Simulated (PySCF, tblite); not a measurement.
Potential energy curve for AlN, triplet.

Methods: UKS-LDA (SVWN5) = unrestricted LDA (SVWN5)/6-31G run with PySCF; ROHF/6-31G (PySCF); GFN2-xTB, 300 K electronic temperature (tblite); UKS-PBE0 = unrestricted PBE0/6-31G run with PySCF 2.14.0; UCCSD(T) = CCSD(T) on UHF/6-31G, 6 core orbitals frozen in PySCF.

Energies are in eV, each relative to the lowest point of its own curve near equilibrium.

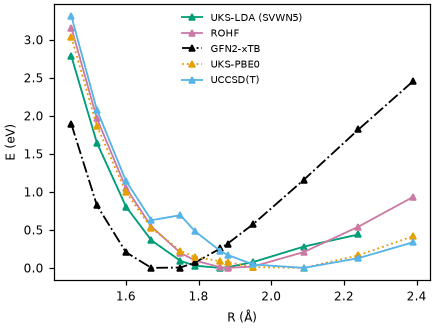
Figure: Energy against bond length for each method.

| R / Å | UKS-LDA (SVWN5) | ROHF | GFN2-xTB | UKS-PBE0 | UCCSD(T) |
|---|---|---|---|---|---|
| 1.45 | 2.780 | 3.157 | 1.887 | 3.030 | 3.306 |
| 1.52 | 1.647 | 1.966 | 0.825 | 1.867 | 2.080 |
| 1.60 | 0.807 | 1.054 | 0.206 | 0.996 | 1.145 |
| 1.67 | 0.363 | 0.544 | 0.000 | 0.525 | 0.627 |
| 1.75 | 0.092 | 0.198 | 0.005 | 0.224 | 0.693 |
| 1.79 | 0.028 | 0.097 | 0.071 | 0.144 | 0.482 |
| 1.86 | 0.000 | 0.008 | 0.255 | 0.087 | 0.222 |
| 1.88 | 0.008 | 0.000 | 0.319 | 0.077 | 0.170 |
| 1.95 | 0.076 | 0.018 | 0.574 | 0.010 | 0.044 |
| 2.09 | 0.281 | 0.209 | 1.160 | 0.000 | 0.000 |
| 2.24 | 0.439 | 0.542 | 1.819 | 0.165 | 0.128 |
| 2.39 | — | 0.931 | 2.453 | 0.416 | 0.336 |

At the longest distance, 2.39 Å, GFN2-xTB lies highest above its minimum (2.453 eV) and UCCSD(T) lowest (0.336 eV).

Dashes: no converged value, or the column stops at the first point that the program doubted or that broke a chosen test of continuity, which isn't proof of a fault.

The scan ran from 1.45 to 7.10 Å; beyond the distances shown one of the unrestricted levels run for this scan, shown here or not, changes its spin distribution in one step. The unrestricted determinant behind UCCSD(T) is spin-contaminated at 1.67 to 1.79, 2.24 to 2.39 Å (<S²> up to 2.3, against 2.00 for a pure triplet).
